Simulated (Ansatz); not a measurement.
# AlN₃H₈ (built from SMILES [H][H].[NH2][Al]([NH2])[NH2]): search for a transition state, part 2 of 2

Ansatz 0.2.0, Gaussian basis; PBE0-D4.

## (7) Relaxing after a step of 0.30 Å one way along the mode

downa/in.yaml reads:

```yaml
crystal:
  periodic: [false, false, false]
  atoms:
    - {symbol: Al, position_ang: [0.073468, -0.264117, -0.209364]}
    - {symbol: N, position_ang: [0.335701, 1.448249, 0.733571]}
    - {symbol: N, position_ang: [-1.220455, -0.094867, -1.430530]}
    - {symbol: N, position_ang: [0.213958, -1.718132, 0.800752]}
    - {symbol: H, position_ang: [1.157747, 1.200163, 0.249333]}
    - {symbol: H, position_ang: [1.685006, 0.230135, -0.566730]}
    - {symbol: H, position_ang: [0.354693, 1.446335, 1.757572]}
    - {symbol: H, position_ang: [-0.168884, 2.297444, 0.449113]}
    - {symbol: H, position_ang: [-1.638355, 0.756688, -1.765478]}
    - {symbol: H, position_ang: [-1.400906, -0.839737, -2.083501]}
    - {symbol: H, position_ang: [1.108643, -2.058051, 1.104748]}
    - {symbol: H, position_ang: [-0.500414, -2.404110, 0.960514]}
basis:
  gaussian: {orbitals: def2-TZVP}
hamiltonian: {xc: pbe0, dispersion: d4}
relax: {f_tol: 0.005, max_steps: 200}
```

The run is started by

```bash
ansatz run in.yaml --threads 4 --pin off --events-out ev --progress --plain --max-ram 9574MiB
```

Log, cut to the lines that bear on the results:

```text
Functional definition: PBE0
  name "PBE0"
  cite "Adamo & Barone, J. Chem. Phys. 110, 6158 (1999) doi:10.1063/1.478522"
  cite "Perdew, Burke & Ernzerhof, Phys. Rev. Lett. 77, 3865 (1996) doi:10.1103/PhysRevLett.77.3865"
  parent pbe
[...]
1096 factors; their error is unknown
[...]
mean field -11192.85702949 eV, -411.3299090429 hartree, gradient 6.9e-5 eV, S^2 0.000000; 0 other end points of the search recorded, 0 dependent functions left out
[...]
reference -11192.85706447 eV, -411.3299103281 hartree; 21, 21 occupied and 157, 157 virtual orbitals, 1096 factors
relax step   1: F+E_penalty+E_count = -11193.02671896 eV  Δ(F+E_penalty+E_count) = +0.000e0 eV  max|allowed force component| = 3.984e0 eV/Å  Δτ_max = 0.0000 Å  (26 SCF iters, accepted)
[...]
Atom 2 at    -1.117818     0.050850    -1.396893 Å, force    -0.000693    -0.000879    -0.001071 eV/Å
Atom 3 at     0.242749    -1.568169     0.837959 Å, force    -0.001482    -0.001431     0.000774 eV/Å
Atom 4 at     1.112559     2.022691     0.701551 Å, force    -0.002000    -0.000784     0.000468 eV/Å
Atom 5 at     1.821286    -0.081074    -1.126152 Å, force    -0.000034     0.001960     0.001796 eV/Å
Atom 6 at     0.293597     1.027944     1.737255 Å, force     0.000064     0.000356    -0.002797 eV/Å
Atom 7 at    -0.528515     1.865360     0.570396 Å, force     0.002352    -0.001956    -0.000085 eV/Å
Atom 8 at    -1.060769     0.437982    -2.326944 Å, force    -0.000253    -0.000845     0.001270 eV/Å
Atom 9 at    -1.901845    -0.583816    -1.373472 Å, force     0.000910     0.001306     0.000071 eV/Å
Atom 10 at     1.022918    -2.172042     1.047660 Å, force    -0.000704     0.000189    -0.000544 eV/Å
Atom 11 at    -0.607119    -2.092697     0.980150 Å, force     0.001799     0.000907    -0.000063 eV/Å
Dipole moment:    -0.154061     0.530322     0.455675 e Å
```

Wall time 65 s (4 threads of Arm Neoverse V1, shared host).

Relaxation path: (the energy doesn't fall at every step)

| step | energy from step 1 (eV) | largest force component (eV/Å) |
| --- | --- | --- |
| 1 | 0.0000 | 3.9836 |
| 2 | -0.4447 | 0.9534 |
| 3 | -0.6290 | 1.5882 |
| 4 | -0.7727 | 1.8300 |
| 5 | -0.8980 | 0.5060 |
| 6 | -0.9360 | 0.2705 |
| 7 | -0.9496 | 0.9034 |
| 8 | -0.9755 | 0.2554 |
| 9 | -0.9758 | 0.5305 |
| 10 | -0.9875 | 0.2340 |
| 11 | -0.9949 | 0.0589 |
| 12 | -0.9944 | 0.1199 |
| 13 | -0.9966 | 0.0199 |
| 14 | -0.9932 | 0.2307 |
| 15 | -0.9980 | 0.0279 |
| 16 | -0.9991 | 0.0303 |
| 17 | -0.9991 | 0.1745 |
| 18 | -0.9997 | 0.0276 |
| 19 | -0.9999 | 0.0361 |
| 20 | -1.0000 | 0.0283 |
| 21 | -1.0001 | 0.0129 |
| 22 | -1.0001 | 0.0037 |
| 23 | -1.0001 | 0.0054 |
| 24 | -1.0002 | 0.0060 |
| 25 | -1.0002 | 0.0083 |
| 26 | -1.0002 | 0.0094 |
| 27 | -1.0002 | 0.0062 |
| 28 | -1.0002 | 0.0054 |
| 29 | -1.0002 | 0.0028 |

Distances of close pairs at the start and the end, largest changes first:

| bond | before (Å) | after (Å) | change (Å) |
| --- | --- | --- | --- |
| Al1–H5 | 1.879 | 2.673 | +0.794 |
| Al1–H6 | 1.723 | 1.604 | -0.119 |
| Al1–N2 | 1.972 | 2.064 | +0.091 |
| Al1–N4 | 1.776 | 1.815 | +0.039 |
| Al1–N3 | 1.787 | 1.817 | +0.030 |
| N2–H5 | 0.986 | 1.013 | +0.027 |
| N2–H8 | 1.028 | 1.015 | -0.013 |
| N2–H7 | 1.024 | 1.015 | -0.009 |

## (8) Relaxing after a step of 0.30 Å the other way along the mode

downb/in.yaml reads:

```yaml
crystal:
  periodic: [false, false, false]
  atoms:
    - {symbol: Al, position_ang: [-0.085916, -0.141606, -0.048156]}
    - {symbol: N, position_ang: [0.108473, 1.451278, 0.822321]}
    - {symbol: N, position_ang: [-1.180690, -0.093755, -1.445773]}
    - {symbol: N, position_ang: [0.238616, -1.697744, 0.770661]}
    - {symbol: H, position_ang: [1.480877, 0.834851, -0.100144]}
    - {symbol: H, position_ang: [1.738041, 0.359970, -0.499375]}
    - {symbol: H, position_ang: [0.312644, 1.481417, 1.808154]}
    - {symbol: H, position_ang: [-0.219728, 2.337247, 0.487563]}
    - {symbol: H, position_ang: [-1.633536, 0.749909, -1.756873]}
    - {symbol: H, position_ang: [-1.390757, -0.846339, -2.080517]}
    - {symbol: H, position_ang: [1.118513, -2.052598, 1.111368]}
    - {symbol: H, position_ang: [-0.486337, -2.382630, 0.930769]}
basis:
  gaussian: {orbitals: def2-TZVP}
hamiltonian: {xc: pbe0, dispersion: d4}
relax: {f_tol: 0.005, max_steps: 200}
```

The run is started by

```bash
ansatz run in.yaml --threads 4 --pin off --events-out ev --progress --plain --max-ram 9574MiB
```

Log:

```text
[... 5 set-up lines as earlier in the session ...]
  parameter a = 0.25
  parameter kappa = 0.804
  parameter beta = 0.06672455060314922
  exchange = (1 - a)*pbe_x(kappa = kappa, mu = beta*pi^2/3) + a*exact_x
  correlation = pbe_c(beta = beta)
1096 factors; their error is unknown
mean field evaluation 1: about -11173.3883 eV, gradient 1.0e2 eV
mean field evaluation 2: about -11147.9435 eV, gradient 1.4e2 eV
mean field evaluation 4: about -11192.5862 eV, gradient 1.7e0 eV
mean field evaluation 8: about -11192.5952 eV, gradient 2.1e-2 eV
mean field evaluation 16: about -11192.6107 eV, gradient 7.8e-5 eV
mean field -11192.61073765 eV, -411.3208579846 hartree, gradient 1.1e-5 eV, S^2 0.000000; 0 other end points of the search recorded, 0 dependent functions left out
the calculation of the forces begins
reference -11192.61077229 eV, -411.3208592574 hartree; 21, 21 occupied and 157, 157 virtual orbitals, 1096 factors
relax step   1: F+E_penalty+E_count = -11192.78307539 eV  Δ(F+E_penalty+E_count) = +0.000e0 eV  max|allowed force component| = 3.726e0 eV/Å  Δτ_max = 0.0000 Å  (28 SCF iters, accepted)
these checks for a lower state are left out or cut short: starts, cluster_reference, orbital_swaps, neighbouring_geometries, increment
1096 factors; their error is unknown
mean field -11193.12618512 eV, -411.3398003297 hartree, gradient 1.1e-5 eV, S^2 0.000000; 0 other end points of the search recorded, 0 dependent functions left out
the calculation of the forces begins
reference -11193.12621976 eV, -411.3398016029 hartree; 21, 21 occupied and 157, 157 virtual orbitals, 1096 factors
relax step   2: F+E_penalty+E_count = -11193.29816814 eV  Δ(F+E_penalty+E_count) = -5.151e-1 eV  max|allowed force component| = 5.246e-1 eV/Å  Δτ_max = 0.1946 Å  (29 SCF iters, accepted)
these checks for a lower state are left out or cut short: starts, cluster_reference, orbital_swaps, neighbouring_geometries, increment
1096 factors; their error is unknown
mean field evaluation 32: about -11193.3009 eV, gradient 1.5e-5 eV
mean field -11193.30093916 eV, -411.3462224224 hartree, gradient 1.5e-5 eV, S^2 0.000000; 0 other end points of the search recorded, 0 dependent functions left out
the calculation of the forces begins
reference -11193.30097377 eV, -411.3462236942 hartree; 21, 21 occupied and 157, 157 virtual orbitals, 1096 factors
relax step   3: F+E_penalty+E_count = -11193.47307708 eV  Δ(F+E_penalty+E_count) = -1.749e-1 eV  max|allowed force component| = 6.157e-1 eV/Å  Δτ_max = 0.1954 Å  (29 SCF iters, accepted)
[... from here on, the SCF cycles and remarks between the steps are left out ...]
relax step   4: F+E_penalty+E_count = -11193.55952532 eV  Δ(F+E_penalty+E_count) = -8.645e-2 eV  max|allowed force component| = 4.470e-1 eV/Å  Δτ_max = 0.1999 Å  (29 SCF iters, accepted)
relax step   5: F+E_penalty+E_count = -11193.60013116 eV  Δ(F+E_penalty+E_count) = -4.061e-2 eV  max|allowed force component| = 2.341e-1 eV/Å  Δτ_max = 0.1917 Å  (29 SCF iters, accepted)
relax step   6: F+E_penalty+E_count = -11193.63734474 eV  Δ(F+E_penalty+E_count) = -3.721e-2 eV  max|allowed force component| = 3.830e-1 eV/Å  Δτ_max = 0.1959 Å  (28 SCF iters, accepted)
relax step   7: F+E_penalty+E_count = -11193.65683352 eV  Δ(F+E_penalty+E_count) = -1.949e-2 eV  max|allowed force component| = 1.404e-1 eV/Å  Δτ_max = 0.2000 Å  (29 SCF iters, accepted)
relax step   8: F+E_penalty+E_count = -11193.66268326 eV  Δ(F+E_penalty+E_count) = -5.850e-3 eV  max|allowed force component| = 5.627e-2 eV/Å  Δτ_max = 0.2000 Å  (28 SCF iters, accepted)
relax step   9: F+E_penalty+E_count = -11193.62992763 eV  Δ(F+E_penalty+E_count) = +3.276e-2 eV  max|allowed force component| = 5.270e-1 eV/Å  Δτ_max = 0.1906 Å  (29 SCF iters, rejected (line search))
relax step  10: F+E_penalty+E_count = -11193.66490092 eV  Δ(F+E_penalty+E_count) = -2.218e-3 eV  max|allowed force component| = 5.304e-2 eV/Å  Δτ_max = 0.0922 Å  (29 SCF iters, accepted)
relax step  11: F+E_penalty+E_count = -11193.66576530 eV  Δ(F+E_penalty+E_count) = -8.644e-4 eV  max|allowed force component| = 8.112e-3 eV/Å  Δτ_max = 0.0588 Å  (29 SCF iters, accepted)
relax step  12: F+E_penalty+E_count = -11193.66508793 eV  Δ(F+E_penalty+E_count) = +6.774e-4 eV  max|allowed force component| = 2.173e-1 eV/Å  Δτ_max = 0.1472 Å  (28 SCF iters, rejected (line search))
relax step  13: F+E_penalty+E_count = -11193.66593879 eV  Δ(F+E_penalty+E_count) = -1.735e-4 eV  max|allowed force component| = 2.956e-2 eV/Å  Δτ_max = 0.0290 Å  (30 SCF iters, accepted)
relax step  14: F+E_penalty+E_count = -11193.66656222 eV  Δ(F+E_penalty+E_count) = -6.234e-4 eV  max|allowed force component| = 4.277e-2 eV/Å  Δτ_max = 0.0732 Å  (29 SCF iters, accepted)
relax step  15: F+E_penalty+E_count = -11193.66635611 eV  Δ(F+E_penalty+E_count) = +2.061e-4 eV  max|allowed force component| = 1.600e-1 eV/Å  Δτ_max = 0.0951 Å  (28 SCF iters, rejected (line search))
relax step  16: F+E_penalty+E_count = -11193.66697600 eV  Δ(F+E_penalty+E_count) = -4.138e-4 eV  max|allowed force component| = 3.057e-2 eV/Å  Δτ_max = 0.0467 Å  (29 SCF iters, accepted)
relax step  17: F+E_penalty+E_count = -11193.66733662 eV  Δ(F+E_penalty+E_count) = -3.606e-4 eV  max|allowed force component| = 4.398e-2 eV/Å  Δτ_max = 0.0548 Å  (29 SCF iters, accepted)
relax step  18: F+E_penalty+E_count = -11193.66786286 eV  Δ(F+E_penalty+E_count) = -5.262e-4 eV  max|allowed force component| = 5.393e-2 eV/Å  Δτ_max = 0.0806 Å  (29 SCF iters, accepted)
relax step  19: F+E_penalty+E_count = -11193.66836967 eV  Δ(F+E_penalty+E_count) = -5.068e-4 eV  max|allowed force component| = 1.082e-1 eV/Å  Δτ_max = 0.1239 Å  (29 SCF iters, accepted)
relax step  20: F+E_penalty+E_count = -11193.66881001 eV  Δ(F+E_penalty+E_count) = -4.403e-4 eV  max|allowed force component| = 1.074e-1 eV/Å  Δτ_max = 0.0614 Å  (30 SCF iters, accepted)
relax step  21: F+E_penalty+E_count = -11193.66952117 eV  Δ(F+E_penalty+E_count) = -7.112e-4 eV  max|allowed force component| = 8.819e-2 eV/Å  Δτ_max = 0.0690 Å  (29 SCF iters, accepted)
relax step  22: F+E_penalty+E_count = -11193.67087580 eV  Δ(F+E_penalty+E_count) = -1.355e-3 eV  max|allowed force component| = 9.114e-2 eV/Å  Δτ_max = 0.1952 Å  (28 SCF iters, accepted)
relax step  23: F+E_penalty+E_count = -11193.66930738 eV  Δ(F+E_penalty+E_count) = +1.568e-3 eV  max|allowed force component| = 3.704e-1 eV/Å  Δτ_max = 0.1881 Å  (28 SCF iters, rejected (line search))
relax step  24: F+E_penalty+E_count = -11193.67158813 eV  Δ(F+E_penalty+E_count) = -7.123e-4 eV  max|allowed force component| = 1.017e-1 eV/Å  Δτ_max = 0.0916 Å  (28 SCF iters, accepted)
relax step  25: F+E_penalty+E_count = -11193.67206389 eV  Δ(F+E_penalty+E_count) = -4.758e-4 eV  max|allowed force component| = 1.303e-1 eV/Å  Δτ_max = 0.0817 Å  (29 SCF iters, accepted)
relax step  26: F+E_penalty+E_count = -11193.67257312 eV  Δ(F+E_penalty+E_count) = -5.092e-4 eV  max|allowed force component| = 8.309e-2 eV/Å  Δτ_max = 0.0454 Å  (30 SCF iters, accepted)
relax step  27: F+E_penalty+E_count = -11193.67341761 eV  Δ(F+E_penalty+E_count) = -8.445e-4 eV  max|allowed force component| = 8.771e-2 eV/Å  Δτ_max = 0.1685 Å  (28 SCF iters, accepted)
relax step  28: F+E_penalty+E_count = -11193.67372054 eV  Δ(F+E_penalty+E_count) = -3.029e-4 eV  max|allowed force component| = 1.230e-1 eV/Å  Δτ_max = 0.1045 Å  (29 SCF iters, accepted)
relax step  29: F+E_penalty+E_count = -11193.67394160 eV  Δ(F+E_penalty+E_count) = -2.211e-4 eV  max|allowed force component| = 5.785e-2 eV/Å  Δτ_max = 0.0135 Å  (30 SCF iters, accepted)
relax step  30: F+E_penalty+E_count = -11193.67407110 eV  Δ(F+E_penalty+E_count) = -1.295e-4 eV  max|allowed force component| = 1.880e-2 eV/Å  Δτ_max = 0.0223 Å  (29 SCF iters, accepted)
relax step  31: F+E_penalty+E_count = -11193.67421547 eV  Δ(F+E_penalty+E_count) = -1.444e-4 eV  max|allowed force component| = 5.070e-3 eV/Å  Δτ_max = 0.0686 Å  (29 SCF iters, accepted)
relax step  32: F+E_penalty+E_count = -11193.67425256 eV  Δ(F+E_penalty+E_count) = -3.709e-5 eV  max|allowed force component| = 3.121e-2 eV/Å  Δτ_max = 0.0807 Å  (28 SCF iters, accepted)
these checks for a lower state are left out or cut short: starts, cluster_reference, orbital_swaps, neighbouring_geometries, increment
1096 factors; their error is unknown
mean field -11193.51864697 eV, -411.3542230367 hartree, gradient 1.3e-5 eV, S^2 0.000000; 0 other end points of the search recorded, 0 dependent functions left out
the calculation of the forces begins
reference -11193.51868455 eV, -411.3542244177 hartree; 21, 21 occupied and 157, 157 virtual orbitals, 1096 factors
relax step  33: F+E_penalty+E_count = -11193.67427887 eV  Δ(F+E_penalty+E_count) = -2.630e-5 eV  max|allowed force component| = 2.926e-3 eV/Å  Δτ_max = 0.0101 Å  (22 SCF iters, accepted)
1096 factors; their error is unknown
mean field evaluation 256: about -11193.5186 eV, gradient 4.8e-4 eV
mean field -11193.51864697 eV, -411.3542230367 hartree, gradient 1.5e-5 eV, S^2 0.000000; 1 other end points of the search recorded, 0 dependent functions left out
the calculation of the forces begins
reference -11193.51868455 eV, -411.3542244177 hartree; 21, 21 occupied and 157, 157 virtual orbitals, 1096 factors
Total energy: -11193.67431645 eV, -411.3599437845 hartree
Atom 0 at    -0.610830    -0.231168     0.060370 Å, force    -0.000028     0.000849    -0.000719 eV/Å
Atom 1 at     0.079492     1.281825     0.674535 Å, force    -0.000041     0.000078     0.000721 eV/Å
Atom 2 at    -1.742003    -0.200391    -1.300872 Å, force    -0.000586    -0.000364    -0.000540 eV/Å
Atom 3 at    -0.152520    -1.768963     0.807239 Å, force     0.000937    -0.000836     0.000825 eV/Å
Atom 4 at     2.691525     1.141629    -0.215591 Å, force     0.002704    -0.000497    -0.000998 eV/Å
Atom 5 at     3.413771     1.136177    -0.413970 Å, force    -0.002926    -0.000018     0.001154 eV/Å
Atom 6 at     0.535977     1.384982     1.565216 Å, force    -0.000505    -0.000468    -0.000306 eV/Å
Atom 7 at    -0.002007     2.177867     0.224364 Å, force     0.000047    -0.000396    -0.000468 eV/Å
Atom 8 at    -2.193073     0.624944    -1.657405 Å, force     0.000310     0.000000     0.000760 eV/Å
Atom 9 at    -2.025505    -1.005265    -1.833433 Å, force     0.000912     0.000131     0.000944 eV/Å
Atom 10 at     0.619046    -1.892943     1.440675 Å, force    -0.001544     0.000377    -0.001841 eV/Å
Atom 11 at    -0.613675    -2.648692     0.648869 Å, force     0.000721     0.001141     0.000468 eV/Å
Dipole moment:    -0.065377    -0.010254     0.011781 e Å
```

It took 71 s on 4 threads of Arm Neoverse V1, shared host.

Relaxation path: (the energy doesn't fall at every step)

| step | energy from step 1 (eV) | largest force component (eV/Å) |
| --- | --- | --- |
| 1 | 0.0000 | 3.7259 |
| 2 | -0.5151 | 0.5246 |
| 3 | -0.6900 | 0.6157 |
| 4 | -0.7765 | 0.4470 |
| 5 | -0.8171 | 0.2341 |
| 6 | -0.8543 | 0.3830 |
| 7 | -0.8738 | 0.1404 |
| 8 | -0.8796 | 0.0563 |
| 9 | -0.8469 | 0.5270 |
| 10 | -0.8818 | 0.0530 |
| 11 | -0.8827 | 0.0081 |
| 12 | -0.8820 | 0.2173 |
| 13 | -0.8829 | 0.0296 |
| 14 | -0.8835 | 0.0428 |
| 15 | -0.8833 | 0.1600 |
| 16 | -0.8839 | 0.0306 |
| 17 | -0.8843 | 0.0440 |
| 18 | -0.8848 | 0.0539 |
| 19 | -0.8853 | 0.1082 |
| 20 | -0.8857 | 0.1074 |
| 21 | -0.8864 | 0.0882 |
| 22 | -0.8878 | 0.0911 |
| 23 | -0.8862 | 0.3704 |
| 24 | -0.8885 | 0.1017 |
| 25 | -0.8890 | 0.1303 |
| 26 | -0.8895 | 0.0831 |
| 27 | -0.8903 | 0.0877 |
| 28 | -0.8906 | 0.1230 |
| 29 | -0.8909 | 0.0579 |
| 30 | -0.8910 | 0.0188 |
| 31 | -0.8911 | 0.0051 |
| 32 | -0.8912 | 0.0312 |
| 33 | -0.8912 | 0.0029 |

Close pairs (by a distance rule), those that changed most:

| bond | before (Å) | after (Å) | change (Å) |
| --- | --- | --- | --- |
| Al1–H6 | 1.945 | 4.277 | +2.332 |
| Al1–H5 | 1.847 | 3.587 | +1.740 |
| H5–H6 | 0.672 | 0.749 | +0.077 |
| Al1–N2 | 1.826 | 1.773 | -0.053 |
| Al1–N4 | 1.788 | 1.770 | -0.018 |
| Al1–N3 | 1.776 | 1.770 | -0.006 |
| N4–H12 | 1.010 | 1.006 | -0.004 |
| N2–H8 | 1.002 | 1.006 | +0.004 |

## (9) What the saddle joins

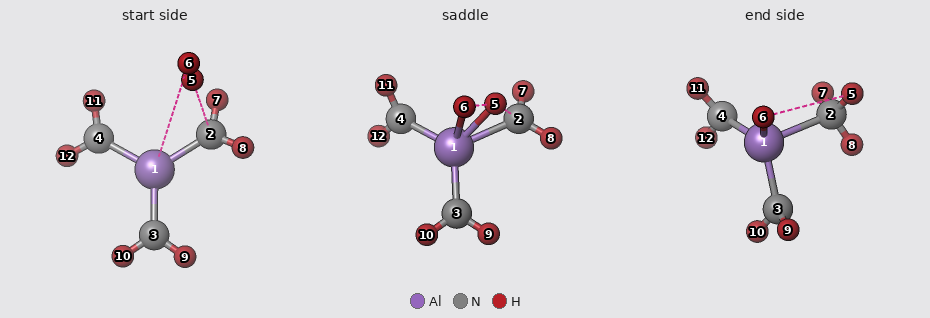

The minimum on the start side, the saddle and the minimum on the end side; broken lines mark the pairs that change.

| pair | start side (Å) | saddle (Å) | end side (Å) |
| --- | --- | --- | --- |
| Al1–H6 | 4.277 | 1.834 | 1.604 |
| N2–H5 | 2.763 | 1.373 | 1.013 |
| Al1–N2 | 1.773 | 1.899 | 2.064 |
| H5–H6 | 0.749 | 1.022 | 2.876 |

## (10) Summary of results

The summary covers parts 1 to 2.

| quantity | value |
| --- | --- |
| imaginary mode | 1247i cm⁻¹ |
| barrier from the start side | 83.1 kJ/mol |
| barrier from the end side | 117.1 kJ/mol |
| energy of the step | -34.0 kJ/mol |
| pairs that change | Al1–H6 formed, N2–H5 formed, Al1–N2 loosened, H5–H6 broken |
| zero-point energy at the saddle | 2.472 eV |

**Reading.** One imaginary mode, 1247i cm⁻¹, makes this a first-order saddle. Going downhill both ways gives the intended start and end. A bond meant to break is only loosened at the end: the products stay bound as an adduct. At PBE0-D4/def2-TZVP the electronic barrier is 83.1 kJ/mol, about 34 kT at 298 K, and the step runs 34.0 kJ/mol downhill. With so stiff a mode tunnelling counts: Wigner's rough correction is a factor of 2.5 at 298 K. A step off the saddle overshot and began above it in energy, so the link to its end is likely but not proven. The ends are the nearest minima, not always the lowest complexes.
